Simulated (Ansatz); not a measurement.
# How Ag(111) screens a field

Aim: image plane and induced charge of Ag(111).

Method: plane-wave DFT, PBE, Ansatz PAW, in Ansatz 0.2.0.

## Step 1: Set-up

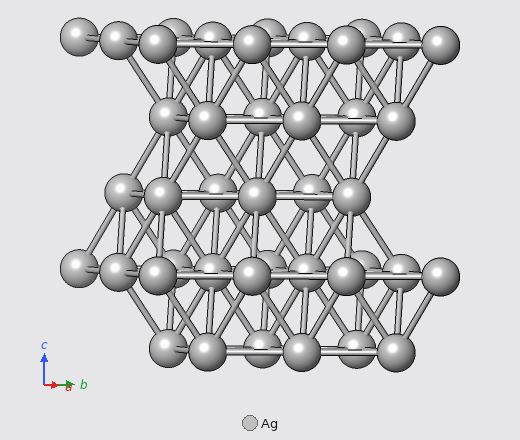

The starting structure, seen from the side, with the c axis up (silver light grey). 2×3×1 cells are drawn. Some periodic images of atoms are drawn too.

The cell holds 5 atoms: 5 Ag. Its edges and angles: a = 2.892 Å, b = 2.892 Å, c = 27.445 Å, α = 90.0°, β = 90.0°, γ = 60.0°. Vacuum lies along c.

## Step 2: Atoms held, field 0

A sawtooth potential applies the field, turning back in the middle of the vacuum. With the dipole correction the typed value is the field outside the slab. The induced dipole is small, so the SCF threshold is tight.

Contents of input.yaml:

```yaml
crystal:
  lattice:
    - [2.8920667351, 0.0, 0.0]
    - [1.4460333675, 2.504603262, 0.0]
    - [0.0, 0.0, 27.4454504039]
  atoms:
    - { symbol: Ag, position: [0.6666666667, 0.6666666667, 0.3279232028] }
    - { symbol: Ag, position: [0.0, 0.0, 0.4139616014] }
    - { symbol: Ag, position: [0.3333333333, 0.3333333333, 0.5] }
    - { symbol: Ag, position: [0.6666666667, 0.6666666667, 0.5860383986] }
    - { symbol: Ag, position: [0.0, 0.0, 0.6720767972] }
kpoints:
  mp_grid: { grid: [24, 24, 1] }
hamiltonian:
  xc: pbe
scf:
  occupations: { method: fermi_dirac, width: 0.1 }
  convergence: { dr2_threshold: 1.0e-10 }
efield:
  axis: 3
  dipole_correction: true
  ramp_position: 0.97
  ramp_width: 0.06
  amplitude: 0
output:
  forces: true
  write_potential: true
  write_density: true
  volumetric_format: npy
```

On the command line:

```
ansatz run input.yaml --threads 4 --pin off --max-ram 6144MiB --backend cpu --events-out ev --progress --plain --runs-dir out
```

Numbers of over 12 decimals in the logs are rounded to 6 here.

The program printed:

```text
Engine: ansatz 0.2.0, aarch64-unknown-linux-gnu
Pseudopotentials: kind: paw
Pseudopotential: Ag, paw, valence charge 19, recommended cutoff 420 eV (normal), Ag.paw.azcp
Functional definition: PBE
  parameter kappa = 0.804
  parameter beta = 0.066725
  exchange = pbe_x(kappa = kappa, mu = beta*pi^2/3)
  correlation = pbe_c(beta = beta)
Crystal: 5 atoms, lattice volume = 198.801 Å³
Basis set: ecut = 420 eV, 3871 PW (Γ), exchange–correlation on 40×40×384 points (8 copies of the dense FFT grid, shifted against one another)
Bands: 57, of which v1, the nominal top of the filled ones, is band 48 counted from 1 (47 counted from 0)
Symmetry: 6 space group operations
k-points: 61 of 576 (time reversal used)
Non-local potential: Ag, projectors of the file, l = 0: 3, l = 1: 2, l = 2: 2, l = 3: 1
PAW form: soft (Blöchl's): semilocal exchange-correlation on the pseudo side does not see the compensation charge
PAW one-centre angular grid: Ag, 590 points (default); XC on 64 Gauss nodes
Initial density: superposition of atomic densities (neutral atoms: chi_scale 0, normalization atom), corrected by the library's trained network
Initial wavefunctions: pseudopotential atomic-orbital guess
Functional: x = pbe(κ = 0.804, μ = 0.219515), c = pbe(β = 0.066725)
SCF iter   1: F=—  HF=-37952.081208 eV  |F-HF|=—  |Δ(HF+E_count)|=         —  Δρ=9.14e-4  dr2=3.51e-3  ethr=1.77e-3  p=0.000 e·Å  D=2.44e-13 V/Å  ΔV_dip=-0.00 eV  dr2_dipole=6.61e-9  V_vac-E_F(+/−)=4.37/4.37 eV  ⟨swp⟩=8.1  Hψ=14426  notcnv=0  defer=64
efield: sawtooth ramp at fractional position 0.9700 (set: `efield.ramp_position`, or a place that a band, a saddle search or an elastic batch's reference lends), width 0.0600; the density the first Hamiltonian is built on has a dipole p = 0.000 e·Å; the dipole correction subtracts the counter field D = 2.44e-13 V/Å, which shifts the + side's vacuum level by -0.00 eV against the − side's; the planar-averaged density in the ramp window peaks in size at 3.1e-6 e/Å³
preconditioner: auto → LDOS  [metal: Δε(μ)=0.014 eV  Ē_g=9.367 eV  σ=0.100 eV  W_gap=0.03  n_scr=20 (ndim 8)  ℏωp=19.5 eV  f_vac=0.537  D(μ)=1.29/eV (n_scr^D=8)  β→1.0]
SCF iter   2: F=—  HF=-37952.088035 eV  |F-HF|=—  |Δ(HF+E_count)|=   6.83e-3  Δρ=9.88e-4  dr2=1.97e-3  ethr=3.69e-6  p=-0.000 e·Å  D=-5.06e-6 V/Å  ΔV_dip=0.00 eV  dr2_dipole=3.17e-8  V_vac-E_F(+/−)=4.45/4.45 eV  ⟨swp⟩=3.0  Hψ=8164  notcnv=0  defer=86
SCF iter   3: F=—  HF=-37952.087505 eV  |F-HF|=—  |Δ(HF+E_count)|=   5.29e-4  Δρ=1.99e-4  dr2=5.13e-5  ethr=2.07e-6  p=-0.000 e·Å  D=-1.14e-6 V/Å  ΔV_dip=0.00 eV  dr2_dipole=2.44e-9  V_vac-E_F(+/−)=4.45/4.45 eV  ⟨swp⟩=2.1  Hψ=5933  notcnv=0  defer=86
SCF iter   4: F=—  HF=-37952.087550 eV  |F-HF|=—  |Δ(HF+E_count)|=   4.43e-5  Δρ=4.57e-5  dr2=3.55e-6  ethr=5.40e-8  p=0.000 e·Å  D=1.36e-6 V/Å  ΔV_dip=-0.00 eV  dr2_dipole=1.97e-11  V_vac-E_F(+/−)=4.45/4.45 eV  ⟨swp⟩=2.9  Hψ=6633  notcnv=0  defer=86
SCF iter   5: F=—  HF=-37952.087767 eV  |F-HF|=—  |Δ(HF+E_count)|=   2.18e-4  Δρ=2.37e-5  dr2=1.56e-6  ethr=3.74e-9  p=-0.000 e·Å  D=-5.57e-7 V/Å  ΔV_dip=0.00 eV  dr2_dipole=1.95e-10  V_vac-E_F(+/−)=4.46/4.46 eV  ⟨swp⟩=3.0  Hψ=6337  notcnv=0  defer=86
SCF iter   6: F=—  HF=-37952.087767 eV  |F-HF|=—  |Δ(HF+E_count)|=   1.33e-7  Δρ=7.29e-6  dr2=1.00e-7  ethr=1.64e-9  p=0.000 e·Å  D=3.78e-7 V/Å  ΔV_dip=-0.00 eV  dr2_dipole=4.70e-12  V_vac-E_F(+/−)=4.46/4.46 eV  ⟨swp⟩=2.0  Hψ=5034  notcnv=0  defer=86
SCF iter   7: F=—  HF=-37952.087767 eV  |F-HF|=—  |Δ(HF+E_count)|=   6.72e-8  Δρ=3.35e-6  dr2=2.42e-8  ethr=1.06e-10  p=0.000 e·Å  D=9.01e-8 V/Å  ΔV_dip=-0.00 eV  dr2_dipole=1.64e-12  V_vac-E_F(+/−)=4.46/4.46 eV  ⟨swp⟩=2.1  Hψ=5623  notcnv=0  defer=86
SCF iter   8: F=—  HF=-37952.087767 eV  |F-HF|=—  |Δ(HF+E_count)|=   6.80e-9  Δρ=1.26e-6  dr2=3.93e-9  ethr=2.55e-11  p=0.000 e·Å  D=4.96e-8 V/Å  ΔV_dip=-0.00 eV  dr2_dipole=1.44e-12  V_vac-E_F(+/−)=4.46/4.46 eV  ⟨swp⟩=2.0  Hψ=4984  notcnv=0  defer=86
SCF iter   9: F=—  HF=-37952.087767 eV  |F-HF|=—  |Δ(HF+E_count)|=  7.28e-11  Δρ=3.36e-7  dr2=2.14e-10  ethr=4.14e-12  p=0.000 e·Å  D=2.69e-8 V/Å  ΔV_dip=-0.00 eV  dr2_dipole=8.47e-14  V_vac-E_F(+/−)=4.46/4.46 eV  ⟨swp⟩=2.1  Hψ=5118  notcnv=0  defer=86
SCF iter  10: F=-37952.087767 eV  HF=-37952.087767 eV  |F-HF|=0.00e0  |Δ(HF+E_count)|=  4.22e-10  Δρ=6.98e-8  dr2=1.75e-11  ethr=1.00e-12  p=0.000 e·Å  D=1.48e-8 V/Å  ΔV_dip=-0.00 eV  dr2_dipole=3.75e-17  V_vac-E_F(+/−)=4.46/4.46 eV  ⟨swp⟩=15.7  Hψ=20958  notcnv=0
SCF 1 converged in 10 iterations: F = -37952.087767 eV  dr2 = 1.75e-11
  greatest PAW one-centre occupation: 1.000 electrons in one spin orbital (limit 2), on the Ag atom at site 2 (counted from 0), in its partial waves of l = 0
WARN: The output density's exchange-correlation potential varies sharply where the density is thin. Do not read a vacuum level from v_tot or v_xc, or from such a field of the output density. On a cell that repeats whose density bears no net charge and no dipole along the vacuum's axis use v_es (v_loc + v_h of the components); under efield.dipole_correction with no amplitude use v_es + v_field, which holds any externa [...]
SCF converged after 10 iterations
Free energy (F): -37952.087767 eV
Harris-Foulkes:  -37952.087767 eV  (|F-HF|=0.00e0)
Internal energy: -37952.043656 eV  (E = F + TS)
E sigma→0 (E₀):  -37952.065712 eV
Entropy (-TS):   -0.044111 eV (-8.822 meV/atom)
Fermi energy:    4.948817 eV
Dipole field:    D = 0.000000 V/Å  (p = 0.000000 e·Å, saw-weighted, corrected)
Work function:   Φ+ = 4.4562 eV   Φ− = 4.4562 eV
Levels:          The Fermi level and band energies are counted from a zero that moves with the ramp; work functions are not
--- Per-component energies (eV) ---
  E_band       = -2344.675564
  E_kinetic    = 2636.998094
  E_local      = -182329.008214  (includes V_loc(G=0)·N_el)
  E_nonlocal   = 400.460364
  E_hartree    = 90089.610887
  E_xc         = -923.607060
  E_vxc        = -1173.395136  (∫ρ·V_xc dr)
  E_paw        = -19510.796940  (= ΣΔE_a)
  E_vpaw       = -2058.952355  (= ΣTr[D̂ρ^β])
  E_aug_tail   = 0.001631  (compensation charges beyond the density's cutoff)
  E_efield     = 0.000000  (sawtooth field / dipole correction)
  E_vefield    = 0.000000  (∫n·V_field dr)
  E_ewald      = 71684.297583
  E_smearing   = -0.044111  (= −TS)
  E_closure    = -0.000000  (closes the sum)
  Σ components = -37952.087767   (vs F -37952.087767, Δ=0.00e0)
--- Forces (eV/Å), atoms counted from 1 ---
  atom   1  Ag    -0.00000000     0.00000000    -0.16742788
  atom   2  Ag     0.00000000     0.00000000     0.01101105
  atom   3  Ag    -0.00000000    -0.00000000    -0.00000001
  atom   4  Ag    -0.00000000     0.00000000    -0.01101102
  atom   5  Ag     0.00000000     0.00000000     0.16742785
  max |Σ_I F_I| component: 6.62e-9 eV/Å
--- Band table (eV; the first three rows and the last of 61) ---
  k-point 0: bands = [... 44 lower, 1.7372, 1.7372, 1.9016, 1.9016, 2.1277, 4.2040, 5.0726, 8.8977, ... 5 higher]
  k-point 1: bands = [... 44 lower, 1.7218, 1.7377, 1.7631, 1.9034, 2.3243, 4.2819, 5.1810, 8.9319, ... 5 higher]
  k-point 2: bands = [... 44 lower, 1.5934, 1.7317, 1.7391, 1.9084, 2.6350, 4.4982, 5.4837, 9.0339, ... 5 higher]
  k-point 60: bands = [... 44 lower, 1.8412, 8.2160, 8.2160, 8.3477, 8.8190, 9.0320, 9.0320, 9.9127, ... 5 higher]
```

Elapsed: 38 s, on 4 threads of Arm Neoverse N1, shared host; peak memory 0.78 GiB.

Numbers from this step:

```
energy at zero smearing   : -37952.0657 eV
work function, upper face : 4.456 eV
dipole along the normal   : 7.19e-9 e·Å
```

Running mean over 2.361 Å of the planar mean; the ramp of the sawtooth is left out. Table of electron's electrostatic potential energy less the Fermi level by z:

| z (Å) | electron's electrostatic potential energy less the Fermi level (eV) |
| --- | --- |
| 4 | 4.46 |
| 6 | 4.38 |
| 8 | -2.23 |
| 10 | -6.04 |
| 12 | -6.10 |
| 14 | -6.09 |
| 16 | -6.11 |
| 18 | -5.98 |
| 20 | 1.56 |
| 22 | 4.44 |
| 24 | 4.46 |

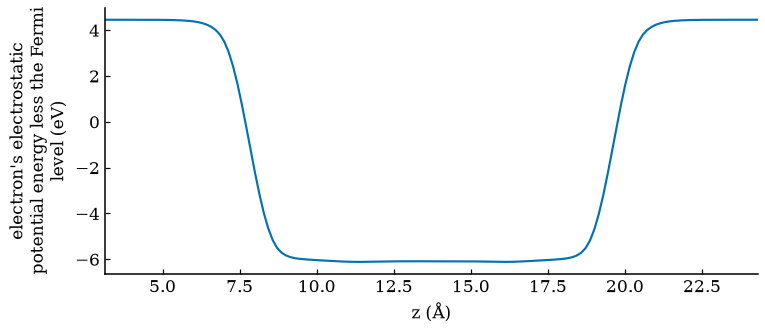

Electron's electrostatic potential energy less the Fermi level against z.

Force by atom:

| atom | x (eV/Å) | y (eV/Å) | z (eV/Å) | size |
| --- | --- | --- | --- | --- |
| Ag1 | 0.000 | 0.000 | -0.167 | 0.167 |
| Ag2 | 0.000 | 0.000 | 0.011 | 0.011 |
| Ag3 | 0.000 | 0.000 | 0.000 | 0.000 |
| Ag4 | 0.000 | 0.000 | -0.011 | 0.011 |
| Ag5 | 0.000 | 0.000 | 0.167 | 0.167 |

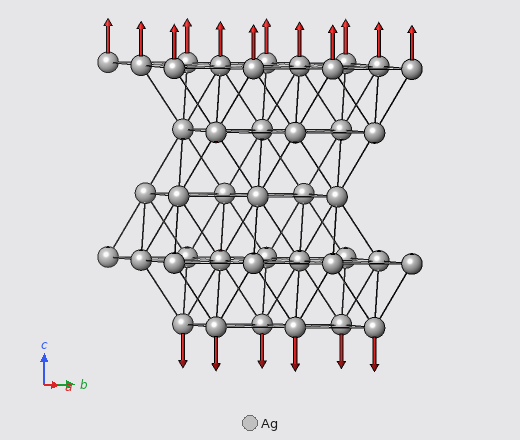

Force as arrows, the longest 0.167 eV/Å. 2×3×1 cells are drawn. Some periodic images of atoms are drawn too.

The work function of the upper face is 4.46 eV.

## Step 3: Atoms held, field 0.05 V/Å

Edit input.yaml of step 2 so:

```diff
@@ -23,3 +23,3 @@
   ramp_width: 0.06
-  amplitude: 0
+  amplitude: 0.05
 output:
```

The program printed:

```text
[...]
Crystal: 5 atoms, lattice volume = 198.801 Å³
Basis set: ecut = 420 eV, 3871 PW (Γ), exchange–correlation on 40×40×384 points (8 copies of the dense FFT grid, shifted against one another)
Bands: 57, of which v1, the nominal top of the filled ones, is band 48 counted from 1 (47 counted from 0)
Symmetry: 6 space group operations
k-points: 61 of 576 (time reversal used)
[...]
k-point 0: bands = [... 44 lower, 1.7370, 1.7370, 1.9015, 1.9015, 2.1275, 4.2037, 5.0725, 8.8590, ... 5 higher]
  k-point 1: bands = [... 44 lower, 1.7216, 1.7376, 1.7629, 1.9032, 2.3241, 4.2816, 5.1809, 8.8944, ... 5 higher]
  k-point 2: bands = [... 44 lower, 1.5933, 1.7315, 1.7389, 1.9083, 2.6348, 4.4980, 5.4836, 8.9998, ... 5 higher]
  k-point 60: bands = [... 44 lower, 1.8412, 8.2158, 8.2159, 8.3475, 8.8188, 9.0311, 9.0325, 9.9123, ... 5 higher]
[key lines of the parts left out:]
SCF converged after 11 iterations
Free energy (F): -37952.088406 eV
Fermi energy:    4.948650 eV
Dipole field:    D = 0.023251 V/Å  (p = 0.025544 e·Å, saw-weighted, corrected)
```

It took 42 s on 4 threads; peak memory 0.76 GiB.

The dipole is 0.0255 e·Å.

## Step 4: Single point, field -0.05 V/Å

Edit input.yaml of step 3 so:

```diff
@@ -23,3 +23,3 @@
   ramp_width: 0.06
-  amplitude: 0.05
+  amplitude: -0.05
 output:
```

The program printed:

```text
[...]
Crystal: 5 atoms, lattice volume = 198.801 Å³
Basis set: ecut = 420 eV, 3871 PW (Γ), exchange–correlation on 40×40×384 points (8 copies of the dense FFT grid, shifted against one another)
Bands: 57, of which v1, the nominal top of the filled ones, is band 48 counted from 1 (47 counted from 0)
Symmetry: 6 space group operations
k-points: 61 of 576 (time reversal used)
[...]
k-point 0: bands = [... 44 lower, 1.7370, 1.7370, 1.9015, 1.9015, 2.1275, 4.2037, 5.0725, 8.8590, ... 5 higher]
  k-point 1: bands = [... 44 lower, 1.7216, 1.7376, 1.7629, 1.9032, 2.3241, 4.2816, 5.1809, 8.8944, ... 5 higher]
  k-point 2: bands = [... 44 lower, 1.5933, 1.7315, 1.7389, 1.9083, 2.6348, 4.4980, 5.4836, 8.9997, ... 5 higher]
  k-point 60: bands = [... 44 lower, 1.8412, 8.2158, 8.2159, 8.3475, 8.8188, 9.0311, 9.0325, 9.9123, ... 5 higher]
[key lines of the parts left out:]
SCF converged after 11 iterations
Free energy (F): -37952.088406 eV
Fermi energy:    4.948650 eV
Dipole field:    D = -0.023251 V/Å  (p = -0.025545 e·Å, saw-weighted, corrected)
```

Wall time 40 s (4 threads); peak memory 0.77 GiB; 2.6 min of CPU time.

The dipole is -0.0255 e·Å.

## Step 5: Single point, field 0.1 V/Å

Edit input.yaml of step 4 so:

```diff
@@ -23,3 +23,3 @@
   ramp_width: 0.06
-  amplitude: -0.05
+  amplitude: 0.1
 output:
```

The program printed:

```text
[...]
Crystal: 5 atoms, lattice volume = 198.801 Å³
Basis set: ecut = 420 eV, 3871 PW (Γ), exchange–correlation on 40×40×384 points (8 copies of the dense FFT grid, shifted against one another)
Bands: 57, of which v1, the nominal top of the filled ones, is band 48 counted from 1 (47 counted from 0)
Symmetry: 6 space group operations
k-points: 61 of 576 (time reversal used)
[...]
k-point 0: bands = [... 44 lower, 1.7365, 1.7365, 1.9010, 1.9010, 2.1270, 4.2029, 5.0722, 8.7645, ... 5 higher]
  k-point 1: bands = [... 44 lower, 1.7211, 1.7371, 1.7624, 1.9027, 2.3236, 4.2809, 5.1805, 8.8017, ... 5 higher]
  k-point 2: bands = [... 44 lower, 1.5928, 1.7310, 1.7384, 1.9078, 2.6343, 4.4972, 5.4832, 8.9127, ... 5 higher]
  k-point 60: bands = [... 44 lower, 1.8408, 8.2153, 8.2154, 8.3470, 8.8183, 9.0299, 9.0327, 9.9115, ... 5 higher]
[key lines of the parts left out:]
SCF converged after 11 iterations
Free energy (F): -37952.090322 eV
Fermi energy:    4.948114 eV
Dipole field:    D = 0.046504 V/Å  (p = 0.051091 e·Å, saw-weighted, corrected)
```

It took 40 s on 4 threads; peak memory 0.77 GiB.

The dipole is 0.0511 e·Å.

## Step 6: Single point, field -0.1 V/Å

Edit input.yaml of step 5 so:

```diff
@@ -23,3 +23,3 @@
   ramp_width: 0.06
-  amplitude: 0.1
+  amplitude: -0.1
 output:
```

The program printed:

```text
[...]
Crystal: 5 atoms, lattice volume = 198.801 Å³
Basis set: ecut = 420 eV, 3871 PW (Γ), exchange–correlation on 40×40×384 points (8 copies of the dense FFT grid, shifted against one another)
Bands: 57, of which v1, the nominal top of the filled ones, is band 48 counted from 1 (47 counted from 0)
Symmetry: 6 space group operations
k-points: 61 of 576 (time reversal used)
[...]
k-point 0: bands = [... 44 lower, 1.7365, 1.7365, 1.9010, 1.9010, 2.1270, 4.2029, 5.0722, 8.7645, ... 5 higher]
  k-point 1: bands = [... 44 lower, 1.7211, 1.7371, 1.7624, 1.9027, 2.3236, 4.2809, 5.1805, 8.8017, ... 5 higher]
  k-point 2: bands = [... 44 lower, 1.5928, 1.7310, 1.7384, 1.9078, 2.6343, 4.4972, 5.4832, 8.9127, ... 5 higher]
  k-point 60: bands = [... 44 lower, 1.8408, 8.2153, 8.2154, 8.3470, 8.8183, 9.0299, 9.0327, 9.9115, ... 5 higher]
[key lines of the parts left out:]
SCF converged after 11 iterations
Free energy (F): -37952.090322 eV
Fermi energy:    4.948114 eV
Dipole field:    D = -0.046504 V/Å  (p = -0.051092 e·Å, saw-weighted, corrected)
```

The job ended after 40 s (4 threads; peak memory 0.77 GiB; 2.7 min of CPU time).

The dipole is -0.0511 e·Å.

## Step 7: Atoms held, field 0.2 V/Å

Edit input.yaml of step 6 so:

```diff
@@ -23,3 +23,3 @@
   ramp_width: 0.06
-  amplitude: -0.1
+  amplitude: 0.2
 output:
```

The program printed:

```text
[...]
Crystal: 5 atoms, lattice volume = 198.801 Å³
Basis set: ecut = 420 eV, 3871 PW (Γ), exchange–correlation on 40×40×384 points (8 copies of the dense FFT grid, shifted against one another)
Bands: 57, of which v1, the nominal top of the filled ones, is band 48 counted from 1 (47 counted from 0)
Symmetry: 6 space group operations
k-points: 61 of 576 (time reversal used)
[...]
k-point 0: bands = [... 44 lower, 1.7345, 1.7345, 1.8989, 1.8989, 2.1249, 4.1997, 5.0709, 8.4957, ... 5 higher]
  k-point 1: bands = [... 44 lower, 1.7191, 1.7351, 1.7604, 1.9007, 2.3215, 4.2777, 5.1792, 8.5353, ... 5 higher]
  k-point 2: bands = [... 44 lower, 1.5907, 1.7290, 1.7364, 1.9057, 2.6322, 4.4943, 5.4815, 8.6540, ... 5 higher]
  k-point 60: bands = [... 44 lower, 1.8391, 8.2132, 8.2133, 8.3449, 8.8163, 9.0264, 9.0321, 9.9089, ... 5 higher]
[key lines of the parts left out:]
SCF converged after 11 iterations
Free energy (F): -37952.097986 eV
Fermi energy:    4.945960 eV
Dipole field:    D = 0.093026 V/Å  (p = 0.102202 e·Å, saw-weighted, corrected)
```

Wall time 41 s (4 threads); peak memory 0.77 GiB.

The dipole is 0.102 e·Å.

## Step 8: Single point, field -0.2 V/Å

Edit input.yaml of step 7 so:

```diff
@@ -23,3 +23,3 @@
   ramp_width: 0.06
-  amplitude: 0.2
+  amplitude: -0.2
 output:
```

The program printed:

```text
[...]
Crystal: 5 atoms, lattice volume = 198.801 Å³
Basis set: ecut = 420 eV, 3871 PW (Γ), exchange–correlation on 40×40×384 points (8 copies of the dense FFT grid, shifted against one another)
Bands: 57, of which v1, the nominal top of the filled ones, is band 48 counted from 1 (47 counted from 0)
Symmetry: 6 space group operations
k-points: 61 of 576 (time reversal used)
[...]
k-point 0: bands = [... 44 lower, 1.7345, 1.7345, 1.8989, 1.8989, 2.1249, 4.1997, 5.0709, 8.4957, ... 5 higher]
  k-point 1: bands = [... 44 lower, 1.7191, 1.7351, 1.7604, 1.9007, 2.3215, 4.2777, 5.1792, 8.5353, ... 5 higher]
  k-point 2: bands = [... 44 lower, 1.5907, 1.7290, 1.7364, 1.9057, 2.6322, 4.4943, 5.4815, 8.6540, ... 5 higher]
  k-point 60: bands = [... 44 lower, 1.8391, 8.2132, 8.2133, 8.3449, 8.8163, 9.0264, 9.0321, 9.9089, ... 5 higher]
[key lines of the parts left out:]
SCF converged after 11 iterations
Free energy (F): -37952.097986 eV
Fermi energy:    4.945960 eV
Dipole field:    D = -0.093027 V/Å  (p = -0.102203 e·Å, saw-weighted, corrected)
```

It took 41 s on 4 threads; peak memory 0.77 GiB.

The dipole is -0.102 e·Å.

## Step 9: Single point, field 0.4 V/Å

Edit input.yaml of step 8 so:

```diff
@@ -23,3 +23,3 @@
   ramp_width: 0.06
-  amplitude: -0.2
+  amplitude: 0.4
 output:
@@ -29 +29,2 @@
   volumetric_format: npy
+  elf: true
```

The program printed:

```text
[...]
Crystal: 5 atoms, lattice volume = 198.801 Å³
Basis set: ecut = 420 eV, 3871 PW (Γ), exchange–correlation on 40×40×384 points (8 copies of the dense FFT grid, shifted against one another)
Bands: 57, of which v1, the nominal top of the filled ones, is band 48 counted from 1 (47 counted from 0)
Symmetry: 6 space group operations
k-points: 61 of 576 (time reversal used)
[...]
k-point 0: bands = [... 44 lower, 1.7262, 1.7262, 1.8905, 1.8905, 2.1164, 4.1866, 5.0658, 7.8368, ... 5 higher]
  k-point 1: bands = [... 44 lower, 1.7108, 1.7268, 1.7520, 1.8922, 2.3130, 4.2650, 5.1736, 7.8782, ... 5 higher]
  k-point 2: bands = [... 44 lower, 1.5824, 1.7207, 1.7281, 1.8973, 2.6237, 4.4822, 5.4747, 8.0022, ... 5 higher]
  k-point 60: bands = [... 44 lower, 1.8312, 8.2046, 8.2049, 8.3365, 8.8079, 9.0153, 9.0266, 9.8994, ... 5 higher]
[key lines of the parts left out:]
SCF converged after 12 iterations
Free energy (F): -37952.128659 eV
Fermi energy:    4.937145 eV
Dipole field:    D = 0.186203 V/Å  (p = 0.204571 e·Å, saw-weighted, corrected)
```

Wall time 44 s (4 threads); peak memory 0.76 GiB; 2.9 min of CPU time.

Running mean over 2.361 Å of the planar mean, with the applied field; the ramp of the sawtooth is left out. Electron's electrostatic potential energy less the Fermi level against z:

| z (Å) | electron's electrostatic potential energy less the Fermi level (eV) |
| --- | --- |
| 4 | 3.14 |
| 6 | 3.85 |
| 8 | -2.27 |
| 10 | -6.03 |
| 12 | -6.10 |
| 14 | -6.09 |
| 16 | -6.11 |
| 18 | -5.98 |
| 20 | 1.69 |
| 22 | 5.22 |
| 24 | 6.03 |

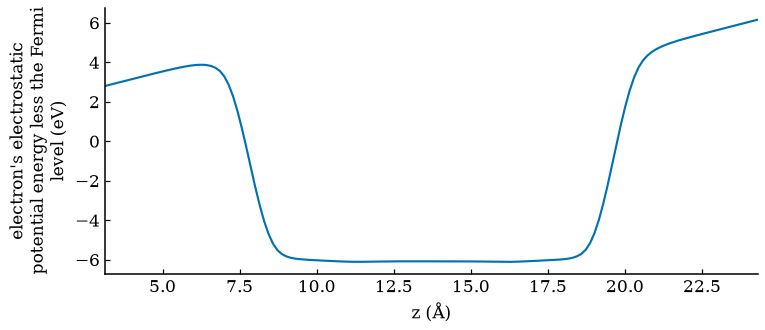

Electron's electrostatic potential energy less the Fermi level against z.

The dipole is 0.205 e·Å.

(Part 1 of 2 ends here.)

[Logs are printed without paths, hosts, clocks, repeated set-up lines and the standing remarks that a program may print on its own settings, such as how far it seeks lower states.]

[Hosts, paths, dates, database ids (printed as entryN), source tags and the programs' standing remarks are cut or masked in the printed files.]

[Maps of the electrostatic potential energy from Ansatz leave out the sawtooth potential of an applied field or a dipole correction, so their vacuum need not be flat; planar profiles and work functions include it.]
